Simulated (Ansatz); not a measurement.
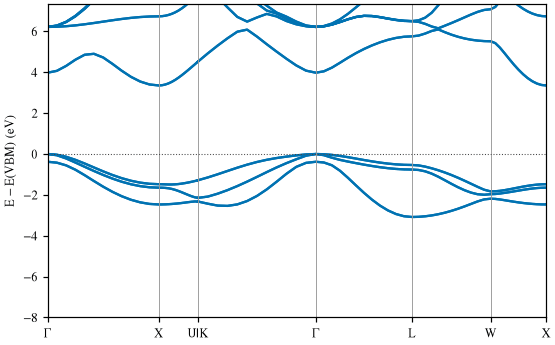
Figure: Band structure from r²SCAN with spin–orbit coupling in the plane-wave PAW code Ansatz

Task: Read off the gap and where the band edges lie.

Result: About 3.4 eV (3.35 eV by a search for the band edges); maximum at Γ, minimum at X.

The material is Li₂Se (anti-fluorite, Fm-3m).

The r²SCAN relaxation kept the symmetry of its start.

Potentials: the later of the program's two PAW sets.
